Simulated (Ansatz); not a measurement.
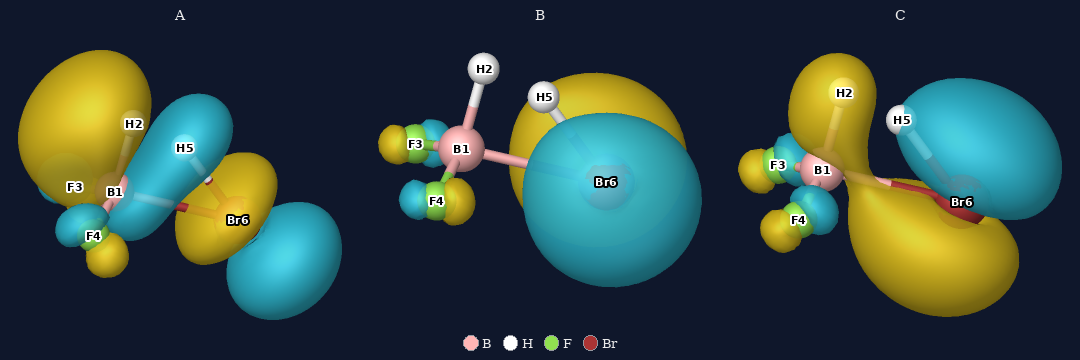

Figure 1: BBrF$_{2}$H$_{2}$. Three frontier orbitals at ±0.1 Å⁻³ᐟ² (yellow and cyan are the two phases), in no order.

A transition-state structure; geometry: PBE0-D4/def2-TZVP.

Level of theory: RKS PBE0-D4/def2-TZVPP (Ansatz 0.2.0).

Input

```
crystal:
  periodic: [false, false, false]
  atoms:
    - {symbol: B, position_ang: [-0.279057, -0.370451, 0.036847]}
    - {symbol: H, position_ang: [-0.757886, 0.733496, -0.501299]}
    - {symbol: F, position_ang: [-0.141151, -1.320781, -0.869684]}
    - {symbol: F, position_ang: [-0.823650, -0.599130, 1.217978]}
    - {symbol: H, position_ang: [0.228702, 0.965852, -0.259079]}
    - {symbol: Br, position_ang: [1.772943, 0.591014, 0.375338]}
basis:
  gaussian: {orbitals: def2-TZVPP}
hamiltonian: {xc: pbe0, dispersion: d4}
output: {orbitals: {seedname: orbitals}}
```

Launched as:

```sh
ansatz run in.yaml --threads 4 --pin off --events-out ev --progress --plain --max-ram 9574MiB
```

### Which picture is the HOMO−1, the HOMO and the LUMO?

C is the HOMO−1 (−9.26 eV). Its weight (Hirshfeld) is mainly on Br6 (about 80 %); largely a lone pair of Br6. B is the HOMO (−8.88 eV). It lies mainly on Br6 (about 95 %); largely a lone pair of Br6. A is the LUMO (−0.80 eV). By Hirshfeld shares it lies mainly on Br6 (about 35 %), B1 (about 25 %), H2 (about 15 %) and H5 (about 15 %).

### What is the HOMO–LUMO gap?

8.08 eV between the orbital energies.
